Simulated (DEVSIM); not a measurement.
System: Schottky contact on p-type GaP, at 300 K.

| layer (left to right) | material | thickness (μm) | Na (cm⁻³) | τn (s) | τp (s) |
|---|---|---|---|---|---|
| 1 | GaP | 0.350 | 2.4e17 | 2.5e-6 | 2.5e-6 |

Left contact: Schottky, work function 4.38 eV, emission velocity 1.9e6 cm/s. Right contact: ohmic. Voltage is applied to the left contact. Recombination: SRH at mid-gap, Auger. Mobility is μmin + (μ − μmin)/(1 + (N/Nref)^α).

The device is made up for the run: typed textbook-type constants, with dimensions and the other settings drawn at random. Values at 300 K.

| parameter | GaP |
|---|---|
| gap (eV) | 2.26 |
| affinity (eV) | 3.8 |
| permittivity | 11.1 |
| Nc (cm⁻³) | 1.8e19 |
| Nv (cm⁻³) | 1.9e19 |
| μn (cm²/Vs) | 250 |
| μp (cm²/Vs) | 150 |
| μn,min | 10 |
| μp,min | 10 |
| Nref,n | 4.4e18 |
| Nref,p | 1e18 |
| αn | 0.8 |
| αp | 0.85 |
| Cn (cm⁶/s) | 1e-30 |
| Cp (cm⁶/s) | 1e-30 |

DEVSIM, 1D drift-diffusion, Boltzmann statistics, complete ionisation; no tunnelling, impact ionisation, image-force lowering or self-heating. Metal contacts follow the ideal Schottky-Mott rule: no Fermi-level pinning, no interface dipoles.

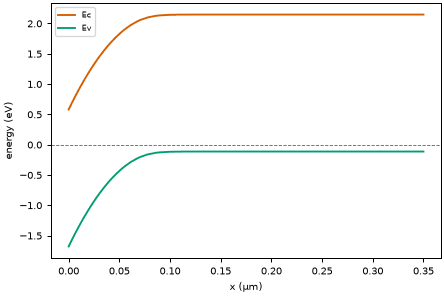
*Band edges at zero bias*

Energies count from the Fermi level of the right contact; mesh points crowd at the junctions.

```
x (μm)    Ec (eV)  Ev (eV)  n (cm⁻³)  p (cm⁻³)  field (V/cm)
--------  -------  -------  --------  --------  ------------
0.000       0.580   -1.680     3.2e9     < 1e2        350000
0.005370    0.761   -1.499   3000000     < 1e2        330000
0.01177     0.962   -1.298      1300     < 1e2        300000
0.01940     1.180   -1.080     < 1e2     < 1e2        270000
0.03051     1.457   -0.803     < 1e2    620000        230000
0.04173     1.689   -0.571     < 1e2     4.8e9        180000
0.05510     1.900   -0.360     < 1e2    1.7e13        130000
0.07824     2.101   -0.159     < 1e2    4.0e16         44000
0.09861     2.142   -0.118     < 1e2    2.0e17          6100
0.1229      2.147   -0.113     < 1e2    2.4e17           340
0.1518      2.147   -0.113     < 1e2    2.4e17            11
0.1888      2.147   -0.113     < 1e2    2.4e17           ≈ 0
0.2192      2.147   -0.113     < 1e2    2.4e17           ≈ 0
0.2448      2.147   -0.113     < 1e2    2.4e17           ≈ 0
0.2738      2.147   -0.113     < 1e2    2.4e17           ≈ 0
0.2905      2.147   -0.113     < 1e2    2.4e17           ≈ 0
0.3046      2.147   -0.113     < 1e2    2.4e17           ≈ 0
0.3164      2.147   -0.113     < 1e2    2.4e17           ≈ 0
0.3281      2.147   -0.113     < 1e2    2.4e17           ≈ 0
0.3362      2.147   -0.113     < 1e2    2.4e17           ≈ 0
0.3429      2.147   -0.113     < 1e2    2.4e17           ≈ 0
0.3500      2.147   -0.113     < 1e2    2.4e17           ≈ 0
```
